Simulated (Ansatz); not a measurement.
**Cl₂GeSi (SMILES [Cl+]1[Si-]2[Cl+][Ge-]12): density, localisation and related maps**

```yaml
atoms:
  - { symbol: Cl, position_ang: [0.4339, 0.3131, 1.5966] }
  - { symbol: Cl, position_ang: [-1.7028, -1.5152, 0.0495] }
  - { symbol: Ge, position_ang: [-0.6595, 0.6357, -0.6048] }
  - { symbol: Si, position_ang: [0.6305, -1.3438, -0.0458] }
```

Geometry: PBE0-D3(BJ)/pcseg-1.

All numbers below come from Ansatz 0.2.0, isolated molecule in a Gaussian basis; Kohn-Sham density functional theory, functional PBE0.

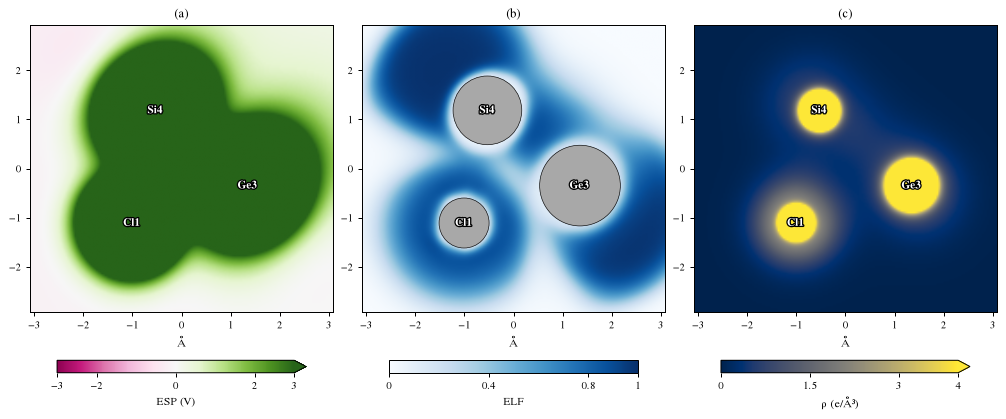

Figure 1. (a) electrostatic potential; (b) ELF; (c) total electron density on the plane of atoms Cl1, Si4 and Ge3. Grey discs cover the atomic cores in the ELF map.

What does the map show?

Answer. Atoms in the plane: Cl, Ge and Si. Si–Cl (2.34 Å): the density is about 0.52 e/Å³ at the midpoint, with its minimum of 0.41 e/Å³ about 0.9 Å from Si; the ELF peaks at about 0.85 between the atoms: a shared but strongly polarised pair. Si–Ge (2.43 Å): ρ is about 0.52 e/Å³ halfway; the ELF peaks at about 0.85 between the atoms; a covalent bond. Ge–Cl (2.48 Å): ρ is about 0.41 e/Å³ halfway; the ELF peaks at about 0.80 in the valence shell of Cl, 0.8 Å from its nucleus, and is about 0.45 at the midpoint. The ELF also peaks beside Cl1 and Si4, away from the bonds: lone-pair regions. Outside the dense part of the molecule the potential is most negative (−0.3 V) near Cl1.

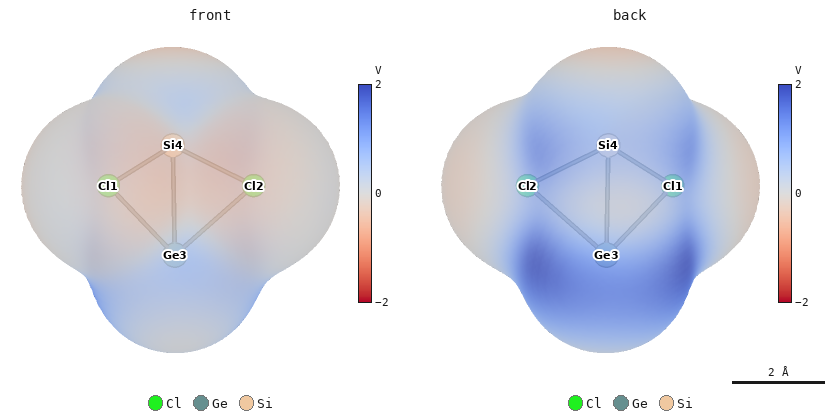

Figure 2. The electrostatic potential painted on the density surface at 0.002 e/bohr³, seen from the front and from behind; the colour scale runs from red (negative) to blue (positive).

Describe the electrostatic potential map.

Answer. The most negative region (about −0.4 V) lies over Cl1 and Cl2, the most positive (about +1.8 V) over Ge3.

What dipole moment does the calculation give?

Answer. Its dipole moment is 1.85 D.

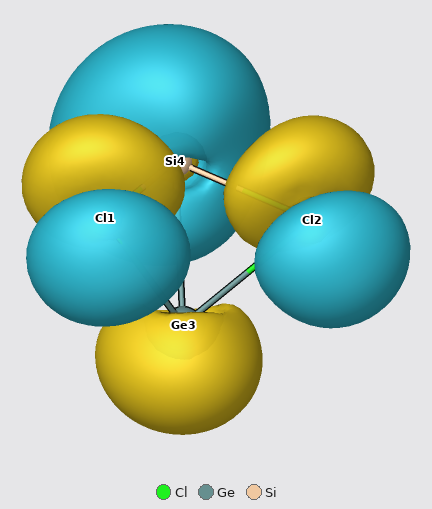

Figure 3. The HOMO−1 at ±0.06 Å⁻³ᐟ² (yellow and cyan are the two phases), seen at a tilt.

What is the character of this orbital?

Answer. Its weight (Hirshfeld) is mainly on Si4 (about 45 %), Cl1 (about 20 %), Cl2 (about 20 %) and Ge3 (about 10 %). Its energy is −8.27 eV.
